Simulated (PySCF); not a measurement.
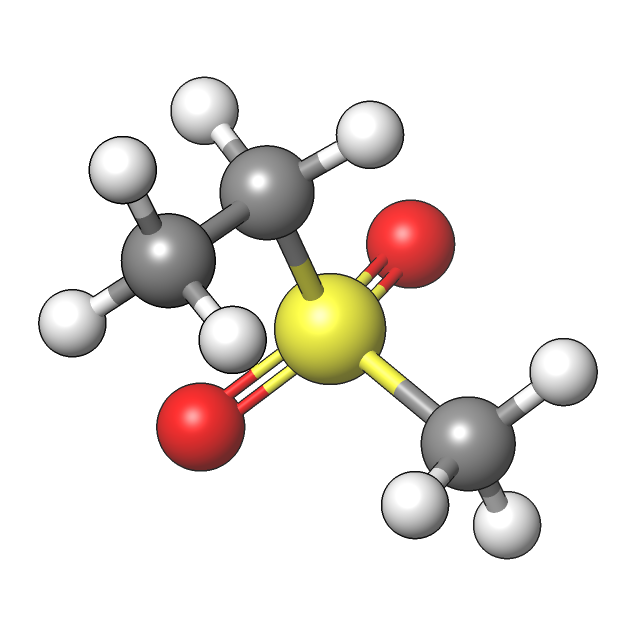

A ball-and-stick model of a molecule. Double and triple bonds are drawn as two and three sticks. Colours: carbon grey, sulfur yellow, oxygen red, hydrogen white.

The geometry was computed by an optimisation with PBE0-D3(BJ)/def2-SVP. No frequency run is at hand to confirm it as a minimum.

Description:

It has 14 atoms: 3 carbon, 8 hydrogen, 2 oxygen and 1 sulfur (C₃H₈O₂S). As SMILES it reads `CCS(C)(=O)=O`. It has no ring. Among its groups: sulfone. The point group is C1. Coordination: 3 C tetrahedral; 1 S tetrahedral.

More results for the same structure follow; atom numbers are the same in all pictures, views and colours differ.

Shape

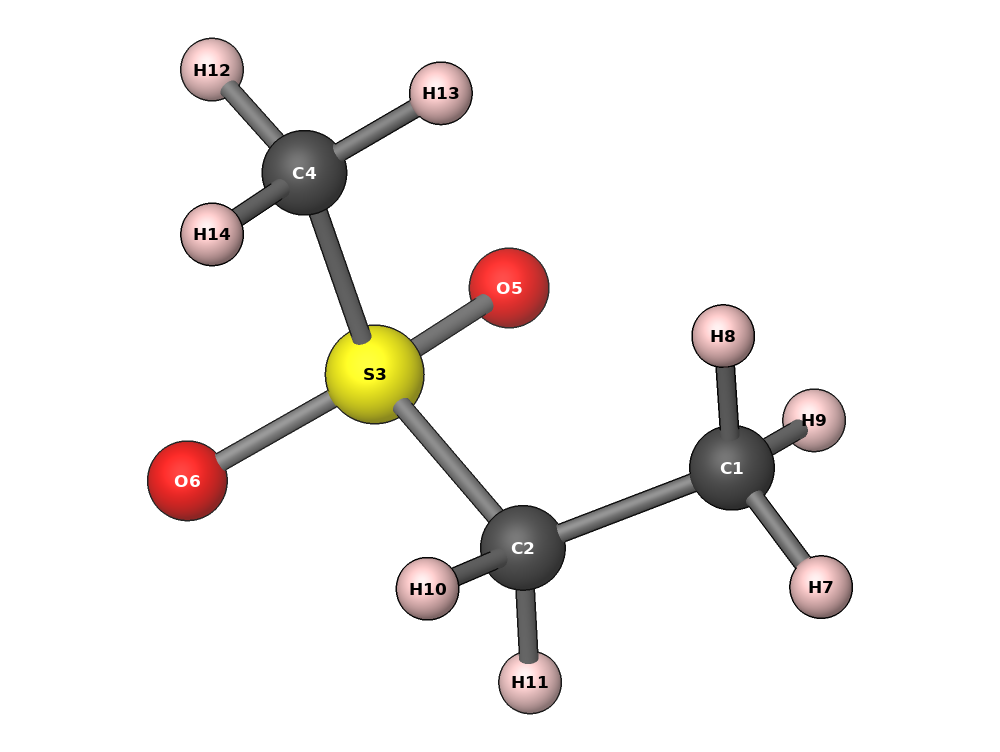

No frequency run is at hand to confirm it as a minimum.

Give these bond angles: C1–C2–S3, C1–C2–H11, C2–C1–H7, C2–C1–H8, C2–C1–H9, C2–S3–C4, S3–C2–H10, S3–C2–H11, S3–C4–H13, S3–C4–H14, C4–S3–O6, O5–S3–O6.

```json
{"angle": "C1–C2–S3", "degrees": "113.8"}
{"angle": "C1–C2–H11", "degrees": "112.5"}
{"angle": "C2–C1–H7", "degrees": "110.2"}
{"angle": "C2–C1–H8", "degrees": "112.0"}
{"angle": "C2–C1–H9", "degrees": "110.1"}
{"angle": "C2–S3–C4", "degrees": "105.2"}
{"angle": "S3–C2–H10", "degrees": "106.5"}
{"angle": "S3–C2–H11", "degrees": "101.4"}
{"angle": "S3–C4–H13", "degrees": "110.3"}
{"angle": "S3–C4–H14", "degrees": "109.5"}
{"angle": "C4–S3–O6", "degrees": "107.1"}
{"angle": "O5–S3–O6", "degrees": "120.9"}
```

Quadrupole coupling

No frequency run is at hand to confirm it as a minimum. Electric field gradients from the ground-state density, PBE0/pcSseg-1 in chloroform (IEF-PCM) (PySCF 2.14.0), non-relativistic apart from any core potentials.

Give the largest field-gradient component, the quadrupole coupling constant and the asymmetry for 33S at S3 (Q = −67.81 mb), 17O at O5 (Q = −25.6 mb), 17O at O6 (Q = −25.6 mb), 2H at H7 (Q = 2.86 mb), 2H at H8 (Q = 2.86 mb), 2H at H9 (Q = 2.86 mb), 2H at H10 (Q = 2.86 mb).

| atom | V_zz (a.u.) | e²qQ/h (MHz) | η |
| --- | --- | --- | --- |
| S3 | −0.174 | 2.77 | 0.31 |
| O5 | 1.466 | −8.82 | 0.13 |
| O6 | 1.475 | −8.87 | 0.14 |
| H7 | 0.291 | 0.196 | 0.03 |
| H8 | 0.289 | 0.194 | 0.05 |
| H9 | 0.288 | 0.194 | 0.03 |
| H10 | 0.281 | 0.189 | 0.05 |

Excitation

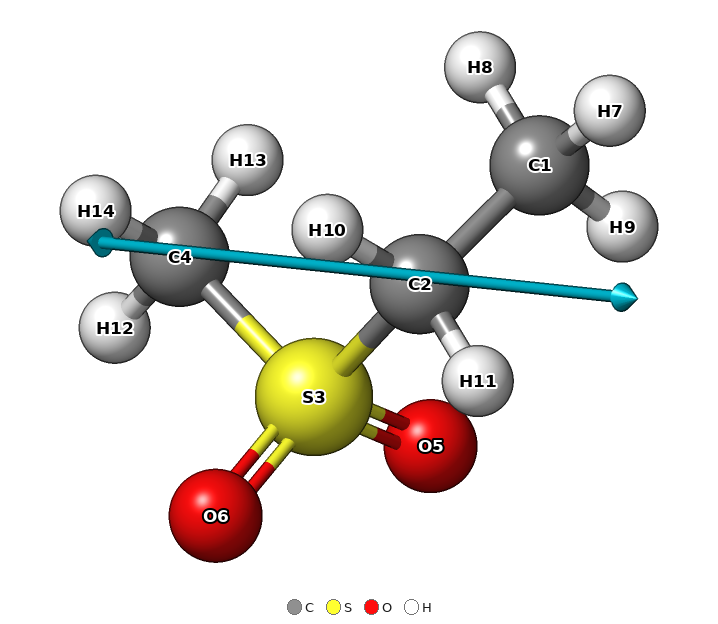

The double arrow shows the direction of the transition dipole to excited singlet state 1 (its length means nothing). No frequency run is at hand to confirm it as a minimum. Properties computed with TDDFT CAM-B3LYP/def2-SVPD, vertical, IEF-PCM dichloromethane (non-equilibrium linear response), core orbitals frozen in the response (PySCF 2.14.0).

Where does the transition lie, and how strong is it?

7.80 eV (159 nm), oscillator strength 0.040, mainly HOMO → LUMO (weight 0.76); transition dipole 1.17 D.

NMR shielding

The questions are on isotropic NMR shieldings of the O atoms. No frequency run is at hand to confirm it as a minimum. Method: GIAO ωB97X-D/pcSseg-1 NMR shielding, non-relativistic, IEF-PCM chloroform (PySCF 2.14.0).

List the isotropic NMR shieldings of the O atoms.

| atom | σ (ppm) |
| --- | --- |
| O5 | 141.2 |
| O6 | 132.9 |
